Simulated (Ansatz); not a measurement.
# Pt-Re stack of (100) layers: lattice stability ahead of a resistivity run

Question: is the lattice of Pt-Re stack of (100) layers stable, and if so, what are its coupling constant and resistivity?

Program: Ansatz 0.2.0. Level of theory: DFT LDA, scalar-relativistic, plane waves, PAW; PAW set soft_1. Results are calculated unless marked as measured.

### 1. The structure

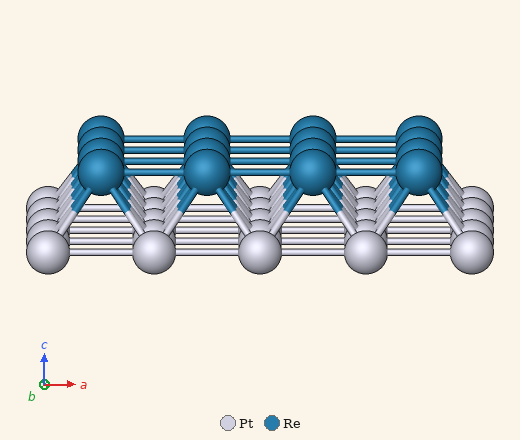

The starting structure, seen nearly edge on (platinum light grey, rhenium blue). 4×4×1 cells are drawn. Some periodic images of atoms are drawn too.

The cell holds 2 atoms: 1 Pt and 1 Re. Cell: a = 2.750 Å, b = 2.750 Å, c = 12.944 Å, α = 90.0°, β = 90.0°, γ = 90.0°. Vacuum lies along c.

### 2. Rough relaxation

Large forces or a large pressure at the start call for a first relaxation with loose thresholds.

input.yaml

```yaml
crystal:
  lattice:
    - [2.74983, 0.0, 0.0]
    - [0.0, 2.74983, 0.0]
    - [0.0, 0.0, 12.94442]
  atoms:
    - { symbol: Pt, position: [0.0, 0.0, 0.4248935] }
    - { symbol: Re, position: [0.5, 0.5, 0.5751065] }
  periodic: [true, true, false]
kpoints:
  mp_grid: { grid: [8, 8, 1] }
hamiltonian:
  xc: lda
  pseudopotentials: { kind: paw, azcp: { folder: soft_1 }, xc_functional: pbe }
scf:
  occupations: { method: gaussian, width: 0.1 }
output:
  forces: true
  stress: true
  eigenvalues: true
relax:
  adjacent_minimum: "off"
  f_tol: 0.05
  max_steps: 80
  cell: { stress_2d_tol: 0.02 }
```

Launch:

```
$ ansatz run input.yaml --threads 4 --pin off --max-ram 12288MiB --backend cpu --events-out ev --progress --plain --runs-dir out
```

Numbers of over 12 decimals in the logs are rounded to 6 here.

What it wrote:

```text
Warning: crystal.periodic: the lattice vector that does not repeat stood 0.000° off the slab's normal, 12.944 Å along it as the deck builds it. The run solves the slab on a vector along the normal, 27.689 Å long, with every atom where it was (on the deck's vector they left 11.00 Å outside them, and the widest stretch free of ions among them is 1.94 Å). A fractional position that the run reports is one of the run's ce [...]
The last accepted step is kept in <dir> (removed where the run ends without a failure and the disk answers)
crystal.periodic: the lattice vector that does not repeat stood 0.000° off the slab's normal, 12.944 Å along it as the deck builds it. The run solves the slab on a vector along the normal, 27.689 Å long, with every atom where it was (on the deck's vector they left 11.00 Å outside them, and the widest stretch free of ions among them is 1.94 Å). A fractional position that the run reports is one of the run's cell, which [...]
Engine: ansatz 0.2.0, aarch64-unknown-linux-gnu
Pseudopotentials: kind: paw
Pseudopotential: Pt, paw, valence charge 18, recommended cutoff 420 eV (normal), soft_1/Pt.paw.azcp
Pseudopotential: Re, paw, valence charge 15, recommended cutoff 420 eV (normal), soft_1/Re.paw.azcp
Functional definition: SPW92
  exchange = slater_x
  correlation = pw_c
Crystal: 2 atoms, lattice volume = 209.371 Å³
Basis set: ecut = 420 eV, 4177 PW (Γ)
Bands: 21, of which v1, the nominal top of the filled ones, is band 17 counted from 1 (16 counted from 0)
Symmetry: 8 space group operations
Space group: P4mm (ITA 99), of the structure as read, at distance tolerance 5.9e-5 Å
k-points: 15 of 64
Non-local potential: Pt, projectors of the file, l = 0: 3, l = 1: 2, l = 2: 2, l = 3: 1
Non-local potential: Re, projectors of the file, l = 0: 3, l = 1: 2, l = 2: 2, l = 3: 1
PAW form: soft (Blöchl's): semilocal exchange-correlation on the pseudo side does not see the compensation charge
PAW frozen core: Pt, regenerated for the run's functional, and the local potential with it (the file was generated under x = pbe(κ = 0.804, μ = 0.219515), c = pbe(β = 0.066725))
PAW frozen core: Re, regenerated for the run's functional, and the local potential with it (the file was generated under x = pbe(κ = 0.804, μ = 0.219515), c = pbe(β = 0.066725))
PAW one-centre angular grid: Pt, 590 points (default); XC on 64 Gauss nodes
PAW one-centre angular grid: Re, 590 points (default); XC on 64 Gauss nodes
Initial density: superposition of atomic densities (neutral atoms: chi_scale 0, normalization atom)
Initial wavefunctions: pseudopotential atomic-orbital guess
Functional: x = slater, c = lda
SCF iter   1: F=—  HF=-22853.026893 eV  |F-HF|=—  |Δ(HF+E_count)|=         —  Δρ=4.78e-2  dr2=1.97e1  ethr=3.10e-3  ⟨swp⟩=12.6  Hψ=2615  notcnv=0
preconditioner: auto → LDOS  [metal: Δε(μ)=0.065 eV  Ē_g=5.663 eV  σ=0.100 eV  W_gap=0.35  n_scr=16 (ndim 8)  ℏωp=10.6 eV  f_vac=0.769  D(μ)=5.09/eV (n_scr^D=18)  β→1.0]
SCF iter   2: F=—  HF=-22852.305316 eV  |F-HF|=—  |Δ(HF+E_count)|=   7.22e-1  Δρ=2.73e-2  dr2=3.49e0  ethr=3.10e-3  ⟨swp⟩=4.1  Hψ=1061  notcnv=0  defer=5
SCF iter   3: F=—  HF=-22851.746682 eV  |F-HF|=—  |Δ(HF+E_count)|=   5.59e-1  Δρ=1.22e-2  dr2=1.21e0  ethr=3.10e-3  ⟨swp⟩=4.0  Hψ=947  notcnv=0  defer=5
SCF iter   4: F=—  HF=-22851.647553 eV  |F-HF|=—  |Δ(HF+E_count)|=   9.91e-2  Δρ=4.75e-3  dr2=2.34e-1  ethr=3.10e-3  ⟨swp⟩=2.9  Hψ=587  notcnv=0  defer=5
SCF iter   5: F=—  HF=-22851.637148 eV  |F-HF|=—  |Δ(HF+E_count)|=   1.04e-2  Δρ=1.93e-3  dr2=2.83e-2  ethr=7.09e-4  ⟨swp⟩=2.3  Hψ=488  notcnv=0  defer=5
SCF iter   6: F=—  HF=-22851.637292 eV  |F-HF|=—  |Δ(HF+E_count)|=   1.44e-4  Δρ=7.64e-4  dr2=2.54e-3  ethr=8.57e-5  ⟨swp⟩=2.9  Hψ=570  notcnv=0  defer=5
SCF iter   7: F=—  HF=-22851.637190 eV  |F-HF|=—  |Δ(HF+E_count)|=   1.02e-4  Δρ=2.41e-4  dr2=1.29e-4  ethr=7.70e-6  ⟨swp⟩=3.3  Hψ=586  notcnv=0  defer=5
SCF iter   8: F=—  HF=-22851.637185 eV  |F-HF|=—  |Δ(HF+E_count)|=   5.04e-6  Δρ=7.12e-5  dr2=1.72e-5  ethr=3.90e-7  ⟨swp⟩=3.7  Hψ=686  notcnv=0  defer=5
SCF iter   9: F=—  HF=-22851.637166 eV  |F-HF|=—  |Δ(HF+E_count)|=   1.88e-5  Δρ=1.70e-5  dr2=2.36e-6  ethr=5.21e-8  ⟨swp⟩=3.5  Hψ=640  notcnv=0  defer=5
SCF iter  10: F=—  HF=-22851.637167 eV  |F-HF|=—  |Δ(HF+E_count)|=   4.75e-7  Δρ=1.07e-5  dr2=9.00e-7  ethr=7.14e-9  ⟨swp⟩=3.0  Hψ=595  notcnv=0  defer=5
iter 11 did not close the SCF: its close was put off until two iterations running show no level that it waits for move by more than its bar (scf_convergence_deferred on its scf_iter line)
SCF iter  11: F=-22851.637167 eV  HF=-22851.637167 eV  |F-HF|=5.77e-8  |Δ(HF+E_count)|=   3.98e-8  Δρ=3.16e-6  dr2=3.34e-8  ethr=3.03e-10  ⟨swp⟩=13.6  Hψ=2295  notcnv=0
iter 12 did not close the SCF: its close was put off until two iterations running show no level that it waits for move by more than its bar (scf_convergence_deferred on its scf_iter line)
SCF iter  12: F=-22851.637167 eV  HF=-22851.637167 eV  |F-HF|=7.91e-9  |Δ(HF+E_count)|=   6.14e-8  Δρ=1.29e-6  dr2=3.72e-9  ethr=1.01e-10  ⟨swp⟩=4.1  Hψ=1303  notcnv=0
SCF iter  13: F=-22851.637167 eV  HF=-22851.637167 eV  |F-HF|=2.27e-9  |Δ(HF+E_count)|=   7.00e-9  Δρ=2.50e-7  dr2=1.32e-10  ethr=1.13e-11  ⟨swp⟩=3.9  Hψ=1290  notcnv=0
SCF 1 converged in 13 iterations: F = -22851.637167 eV  dr2 = 1.32e-10
  greatest PAW one-centre occupation: 1.000 electrons in one spin orbital (limit 2), on the Pt atom at site 0 (counted from 0), in its partial waves of l = 0
relax step   1: F+E_penalty+E_count = -22851.63716666 eV  Δ(F+E_penalty+E_count) = +0.000e0 eV  max|allowed force component| = 1.996e0 eV/Å  Δτ_max = 0.0000 Å  P = -15.322 N/m  Ω = 209.371 Å³  fix = [c, alpha, beta]  reactions: c +0.000 N/m  (13 SCF iters, dr2 threshold 1.00e-7 eV, accepted)
Crystal: 2 atoms, lattice volume = 189.233 Å³
Basis set: ecut = 420 eV, 3737 PW (Γ)
Initial density: handed on by an earlier stage of this run
Initial wavefunctions: those handed on with the density
SCF iter   1: F=—  HF=-22851.514333 eV  |F-HF|=—  |Δ(HF+E_count)|=         —  Δρ=2.05e-2  dr2=2.50e0  ethr=3.10e-3  ⟨swp⟩=12.4  Hψ=2529  notcnv=0
preconditioner: auto → LDOS  [metal: Δε(μ)=0.075 eV  Ē_g=7.478 eV  σ=0.100 eV  W_gap=0.40  n_scr=16 (ndim 8)  ℏωp=11.1 eV  f_vac=0.784  D(μ)=3.49/eV (n_scr^D=16)  β→1.0]
SCF iter   2: F=—  HF=-22851.374444 eV  |F-HF|=—  |Δ(HF+E_count)|=   1.40e-1  Δρ=1.15e-2  dr2=5.47e-1  ethr=3.10e-3  ⟨swp⟩=3.1  Hψ=814  notcnv=0  defer=5
SCF iter   3: F=—  HF=-22851.318013 eV  |F-HF|=—  |Δ(HF+E_count)|=   5.64e-2  Δρ=7.15e-3  dr2=1.04e-1  ethr=1.66e-3  ⟨swp⟩=3.1  Hψ=632  notcnv=0  defer=5
[...]
SCF iter  14: F=—  HF=-22852.001464 eV  |F-HF|=—  |Δ(HF+E_count)|=  3.27e-10  Δρ=8.22e-8  dr2=1.94e-11  ethr=1.00e-12  ⟨swp⟩=3.1  Hψ=588  notcnv=0  defer=5
SCF iter  15: F=—  HF=-22852.001464 eV  |F-HF|=—  |Δ(HF+E_count)|=  3.27e-11  Δρ=3.60e-8  dr2=7.39e-12  ethr=1.00e-12  ⟨swp⟩=1.1  Hψ=326  notcnv=0  defer=5
SCF iter  16: F=—  HF=-22852.001464 eV  |F-HF|=—  |Δ(HF+E_count)|=  2.55e-11  Δρ=1.29e-8  dr2=2.47e-12  ethr=1.00e-12  ⟨swp⟩=14.9  Hψ=2465  notcnv=0
SCF iter  17: F=-22852.001464 eV  HF=-22852.001464 eV  |F-HF|=4.37e-11  |Δ(HF+E_count)|=  4.73e-11  Δρ=1.07e-8  dr2=5.89e-13  ethr=1.00e-12  ⟨swp⟩=7.6  Hψ=1487  notcnv=0
SCF 3 converged in 17 iterations: F = -22852.001464 eV  dr2 = 5.89e-13
relax step   3: F+E_penalty+E_count = -22852.00146374 eV  Δ(F+E_penalty+E_count) = -3.643e-1 eV  max|allowed force component| = 7.945e-1 eV/Å  Δτ_max = 0.0334 Å  P = -7.870 N/m  Ω = 199.341 Å³  energy of the carried Pulay correction = +4.576e-4 eV  fix = [c, alpha, beta]  reactions: c -0.000 N/m  (17 SCF iters, accepted)
[...]
relax step   4: F+E_penalty+E_count = -22852.08721536 eV  Δ(F+E_penalty+E_count) = -8.575e-2 eV  max|allowed force component| = 4.675e-1 eV/Å  Δτ_max = 0.0154 Å  P = +1.231 N/m  Ω = 189.508 Å³  energy of the carried Pulay correction = +9.286e-4 eV  fix = [c, alpha, beta]  reactions: c +0.000 N/m  (9 SCF iters, dr2 threshold 2.00e-7 eV, accepted)
[...]
relax step   5: F+E_penalty+E_count = -22852.09396860 eV  Δ(F+E_penalty+E_count) = -6.753e-3 eV  max|allowed force component| = 1.396e-1 eV/Å  Δτ_max = 0.0101 Å  P = -0.284 N/m  Ω = 190.165 Å³  energy of the carried Pulay correction = +8.965e-4 eV  fix = [c, alpha, beta]  reactions: c -0.000 N/m  (7 SCF iters, dr2 threshold 2.00e-7 eV, accepted)
[...]
relax step   6: F+E_penalty+E_count = -22852.09583008 eV  Δ(F+E_penalty+E_count) = -1.861e-3 eV  max|allowed force component| = 1.529e-2 eV/Å  Δτ_max = 0.0088 Å  P = -0.108 N/m  Ω = 189.174 Å³  energy of the carried Pulay correction = +9.451e-4 eV  fix = [c, alpha, beta]  reactions: c -0.000 N/m  (7 SCF iters, dr2 threshold 2.00e-7 eV, accepted)
[...]
relax step   7: F+E_penalty+E_count = -22852.09589784 eV  Δ(F+E_penalty+E_count) = -6.776e-5 eV  max|allowed force component| = 7.454e-4 eV/Å  Δτ_max = 0.0016 Å  P = +0.002 N/m  Ω = 188.914 Å³  energy of the carried Pulay correction = +9.579e-4 eV  fix = [c, alpha, beta]  reactions: c +0.000 N/m  (6 SCF iters, dr2 threshold 2.05e-8 eV, accepted)
Initial wavefunctions: pseudopotential atomic-orbital guess (no wavefunctions were taken with the density)
iter 1 solved again at ethr=4.51e-7 eV; its pass at ethr=3.10e-3 eV (dr2=1.49e-4 eV) is discarded
SCF iter   1: F=—  HF=-22852.094689 eV  |F-HF|=—  |Δ(HF+E_count)|=         —  Δρ=9.74e-5  dr2=2.75e-6  ethr=4.51e-7  ⟨swp⟩=6.5  Hψ=4233  notcnv=0
preconditioner: auto → LDOS  [metal: Δε(μ)=0.038 eV  Ē_g=6.598 eV  σ=0.100 eV  W_gap=0.21  n_scr=16 (ndim 8)  ℏωp=11.1 eV  f_vac=0.772  D(μ)=3.46/eV (n_scr^D=16)  β→1.0]
SCF iter   2: F=—  HF=-22852.094685 eV  |F-HF|=—  |Δ(HF+E_count)|=   3.71e-6  Δρ=1.87e-5  dr2=5.64e-7  ethr=8.34e-9  ⟨swp⟩=3.5  Hψ=761  notcnv=0
SCF iter   3: F=—  HF=-22852.094685 eV  |F-HF|=—  |Δ(HF+E_count)|=   6.61e-8  Δρ=9.31e-6  dr2=2.07e-7  ethr=1.71e-9  ⟨swp⟩=3.7  Hψ=755  notcnv=0
SCF iter   4: F=—  HF=-22852.094685 eV  |F-HF|=—  |Δ(HF+E_count)|=   1.78e-8  Δρ=2.40e-6  dr2=8.76e-9  ethr=6.28e-10  ⟨swp⟩=3.7  Hψ=667  notcnv=0
SCF iter   5: F=—  HF=-22852.094685 eV  |F-HF|=—  |Δ(HF+E_count)|=  4.91e-10  Δρ=3.22e-7  dr2=1.84e-10  ethr=2.66e-11  ⟨swp⟩=3.3  Hψ=712  notcnv=0
SCF iter   6: F=—  HF=-22852.094685 eV  |F-HF|=—  |Δ(HF+E_count)|=  2.15e-10  Δρ=1.40e-7  dr2=1.41e-10  ethr=1.00e-12  ⟨swp⟩=4.2  Hψ=734  notcnv=0
SCF iter   7: F=—  HF=-22852.094685 eV  |F-HF|=—  |Δ(HF+E_count)|=  4.37e-11  Δρ=8.15e-8  dr2=4.95e-11  ethr=1.00e-12  ⟨swp⟩=1.5  Hψ=355  notcnv=0
SCF iter   8: F=—  HF=-22852.094685 eV  |F-HF|=—  |Δ(HF+E_count)|=  3.64e-11  Δρ=4.07e-8  dr2=9.83e-12  ethr=1.00e-12  ⟨swp⟩=1.6  Hψ=379  notcnv=0
SCF iter   9: F=—  HF=-22852.094685 eV  |F-HF|=—  |Δ(HF+E_count)|=    0.00e0  Δρ=4.43e-8  dr2=4.62e-12  ethr=1.00e-12  ⟨swp⟩=15.2  Hψ=2406  notcnv=0
SCF iter  10: F=-22852.094685 eV  HF=-22852.094685 eV  |F-HF|=1.82e-11  |Δ(HF+E_count)|=  5.09e-11  Δρ=7.11e-9  dr2=2.26e-13  ethr=1.00e-12  ⟨swp⟩=8.0  Hψ=1637  notcnv=0
SCF 8 converged in 10 iterations: F = -22852.094685 eV  dr2 = 2.26e-13
relax step   8: F+E_penalty+E_count = -22852.09468524 eV  Δ(F+E_penalty+E_count) = +1.213e-3 eV  max|allowed force component| = 1.161e-4 eV/Å  Δτ_max = 0.0000 Å  P = +0.011 N/m  Ω = 188.914 Å³  fix = [c, alpha, beta]  reactions: c +0.000 N/m  stress off target by 1.13e-2 N/m on what of the cell is left free  SCF on the basis re-selected at this cell (its energy is not comparable with the rows above)  (10 SCF iters)
basis re-selected at this cell: Δ(F+E_penalty+E_count) = +1.213e-3 eV, ΔP = +0.009 N/m vs the last step (what re-selecting the basis moved, of the pressure what is left beyond the Pulay correction that the steps carried, after the strain that the cell walked since its last selection, with what the two solves' SCF thresholds leave and, on support functions, any second-order correction that the steps lacked; it is no measure of the basis error at this ecutwfc). The dense FFT grid was sized anew with the basis: this SCF ran on 18×18×192 points, the steps before it on 20×20×192, so part of this shift can come from that change (see relax.cell in the input reference). [rest of the remark cut]
SCF converged after 10 iterations
Free energy (F): -22852.094685 eV
Harris-Foulkes:  -22852.094685 eV  (|F-HF|=1.82e-11)
Internal energy: -22852.077362 eV  (E = F + TS)
E sigma→0 (E₀):  -22852.086024 eV
Entropy (-TS):   -0.017323 eV (-8.662 meV/atom)
Fermi energy:    -5.482865 eV
--- Per-component energies (eV) ---
  E_band       = -1172.488865
  E_kinetic    = 1120.994291
  E_local      = -85047.944831  (includes V_loc(G=0)·N_el)
  E_nonlocal   = 299.322379
  E_hartree    = 41748.434988
  E_xc         = -583.293365
  E_vxc        = -559.261976  (∫ρ·V_xc dr)
  E_paw        = -17654.489155  (= ΣΔE_a)
  E_vpaw       = -482.469848  (= ΣTr[D̂ρ^β])
  E_aug_tail   = 0.001118  (compensation charges beyond the density's cutoff)
  E_ewald      = 37264.114136
  E_core_change = 0.783078  (= ΣΔE_core)
  E_smearing   = -0.017323  (= −TS)
  E_closure    = -0.000000  (closes the sum)
  Σ components = -22852.094685   (vs F -22852.094685, Δ=0.00e0)
--- Forces (eV/Å), atoms counted from 1 ---
  atom   1  Pt     0.00000000     0.00000000    -0.00003215
  atom   2  Re     0.00000000     0.00000000     0.00020005
  max |Σ_I F_I| component: 1.68e-4 eV/Å
--- 2D stress c σ (N/m, compression-positive) ---
        0.011288       0.000000       0.000000
        0.000000       0.011288       0.000000
        0.000000       0.000000       0.000000
  P = ½ c Tr σ = 0.0113 N/m
--- Band table (eV; the first three rows and the last of 15) ---
  k-point 0: bands = [... 13 lower, -7.9403, -7.9072, -6.9171, -6.0551, -4.3729, -3.5279, -3.5279, -2.1760]
  k-point 1: bands = [... 13 lower, -7.8970, -7.5918, -6.5079, -6.4635, -5.4959, -3.4322, -2.7005, -2.2590]
  k-point 2: bands = [... 13 lower, -7.8731, -7.6452, -7.3535, -6.2479, -5.0907, -3.8276, -3.1976, -0.8058]
  k-point 14: bands = [... 13 lower, -6.2978, -6.2930, -4.2698, -4.1592, -0.1908, -0.1908, 0.2964, 3.9870]
--- Relaxed structure (7 steps of the walk, 6 accepted, 1 SCFs on fresh bases) ---
  F+E_penalty+E_count = -22852.09468524 eV   max|allowed force component| = 1.161e-4 eV/Å   (the final SCF, on the basis selected at the relaxed cell)
  cell:  # Å, volume = 188.9136 Å³
    - [2.612036, 0, 0]
    - [0, 2.612036, 0.0]
    - [0, 0.0, 27.68884032292]
  atoms:
    - { symbol: Pt, position: [0, 0, 0.199657] }
    - { symbol: Re, position: [0.5, 0.5, 0.267839] }
```

Wall time 16 s (4 threads of Arm Neoverse V2, shared host); peak memory 0.47 GiB; 59 s of CPU time.

Step by step:

| step | energy less that of the first step (eV) | largest force component (eV/Å) | volume (Å³) |
| --- | --- | --- | --- |
| 1 | 0.0000 | 1.9963 | 209.37 |
| 2 | 0.3420 | 5.7230 | 189.23 |
| 3 | -0.3643 | 0.7945 | 199.34 |
| 4 | -0.4500 | 0.4674 | 189.51 |
| 5 | -0.4568 | 0.1396 | 190.16 |
| 6 | -0.4587 | 0.0153 | 189.17 |
| 7 | -0.4587 | 0.0007 | 188.91 |
| 8* | -0.4575 | 0.0001 | 188.91 |

Relaxation steps marked * repeat the geometry before them on a plane-wave basis chosen anew for their cell, so energy and pressure can jump there. Relaxation step 2 was tried and not accepted.

The run keeps the 8 symmetry operations that it works with, so distortions that break them were not tested.

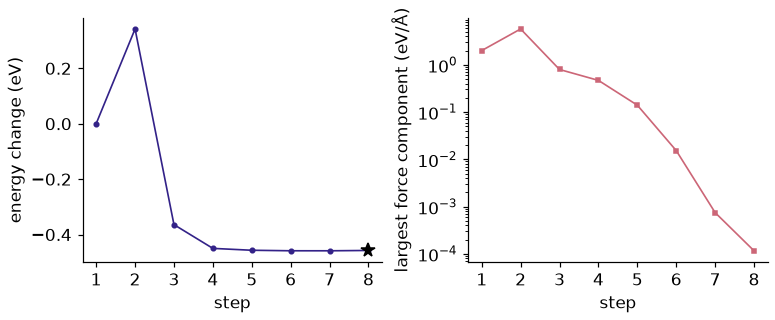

Energy and largest force along the relaxation. Stars mark steps on a basis chosen anew.

| cell as run | before | after | change |
| --- | --- | --- | --- |
| a (Å) | 2.750 | 2.612 | -5.0 % |
| b (Å) | 2.750 | 2.612 | -5.0 % |

The atoms that moved most (Å, along periodic axes as changes of fractional coordinates times the final cell, across vacuum about the mean position):

| atom | dx | dy | dz | length |
| --- | --- | --- | --- | --- |
| Pt1 | 0.000 | 0.000 | 0.028 | 0.028 |
| Re2 | 0.000 | 0.000 | -0.028 | 0.028 |

The relaxed structure:

```xyz
2
Lattice="2.6120 0.0000 0.0000 0.0000 2.6120 0.0000 0.0000 0.0000 27.6888" Properties=species:S:1:pos:R:3
Pt    0.0000    0.0000    5.5283
Re    1.3060    1.3060    7.4162
```

Numbers from this step:

```yaml
metallic_on_mesh: yes
gap_on_the_k_mesh: 0 eV
```

The relaxation ends with a largest force component of 1.2e-4 eV/Å.

### 3. Relaxing cell and atoms

Lattice constant and positions set the bands and the force constants, so the cell is relaxed first.

input.yaml, the sections that differ from step 2:

```yaml
crystal:
  lattice:
    - [2.6120363003, 0.0, 0.0]
    - [0.0, 2.6120363003, 0.0]
    - [0.0, 0.0, 27.6888403229]
  atoms:
    - { symbol: Pt, position: [0.0, 0.0, 0.1996565912] }
    - { symbol: Re, position: [0.5, 0.5, 0.2678393331] }
  periodic: [true, true, false]
kpoints:
  mp_grid: { grid: [12, 12, 1] }
relax:
  adjacent_minimum: "off"
  f_tol: 0.005
  max_steps: 80
  cell: { stress_2d_tol: 0.02 }
# hamiltonian, scf, output: as in step 2
```

What it wrote:

```text
[the first part of the log is left out]
  E_xc         = -583.253457
  E_vxc        = -559.208946  (∫ρ·V_xc dr)
  E_paw        = -17654.506644  (= ΣΔE_a)
  E_vpaw       = -482.526185  (= ΣTr[D̂ρ^β])
  E_aug_tail   = 0.001123  (compensation charges beyond the density's cutoff)
  E_ewald      = 37138.011397
  E_core_change = 0.783078  (= ΣΔE_core)
  E_smearing   = -0.016701  (= −TS)
  E_closure    = 0.000000  (closes the sum)
  Σ components = -22852.061565   (vs F -22852.061565, Δ=0.00e0)
--- Forces (eV/Å), atoms counted from 1 ---
[...]
--- 2D stress c σ (N/m, compression-positive) ---
       -0.000984       0.000000      -0.000000
        0.000000      -0.000984       0.000000
       -0.000000       0.000000      -0.000000
  P = ½ c Tr σ = -0.0010 N/m
--- Band table (eV; the first three rows and the last of 28) ---
[...]
--- Relaxed structure (4 steps of the walk, 3 accepted, 1 SCFs on fresh bases) ---
[...]
cell:  # Å, volume = 189.6611 Å³
    - [2.617199, 0, 0]
    - [0, 2.617199, 0.0]
    - [0, 0.0, 27.6888403229]
  atoms:
    - { symbol: Pt, position: [0, 0, 0.199830] }
    - { symbol: Re, position: [0.500000, 0.500000, 0.267666] }
```

It took 18 s on 4 threads; peak memory 0.47 GiB; 68 s of CPU time.

Step by step:

| step | energy less that of the first step (eV) | largest force component (eV/Å) | volume (Å³) |
| --- | --- | --- | --- |
| 1 | 0.0000 | 0.0330 | 188.91 |
| 2 | -0.0004 | 0.0161 | 189.60 |
| 3 | -0.0003 | 0.0322 | 189.61 |
| 4 | -0.0004 | 0.0001 | 189.66 |
| 5 | -0.0004 | 0.0001 | 189.66 |

The log counts 1 steps on a newly chosen plane-wave basis, not all of them marked here; energy and pressure can jump at such steps. Relaxation step 3 was tried and not accepted.

| cell as run | before | after | change |
| --- | --- | --- | --- |
| a (Å) | 2.612 | 2.617 | +0.2 % |
| b (Å) | 2.612 | 2.617 | +0.2 % |

Final coordinates:

```xyz
2
Lattice="2.6172 0.0000 0.0000 0.0000 2.6172 0.0000 0.0000 0.0000 27.6888" Properties=species:S:1:pos:R:3
Pt    0.0000    0.0000    5.5331
Re    1.3086    1.3086    7.4114
```

The relaxation ends with a largest force component of 1.4e-4 eV/Å.

(Continued in part 2 of 2.)

[Logs are printed without paths, hosts, clocks, repeated set-up lines and the standing remarks that a program may print on its own settings, such as how far it seeks lower states.]

[Hosts, paths, dates, database ids (printed as entryN), source tags and the programs' standing remarks are cut or masked in the printed files.]
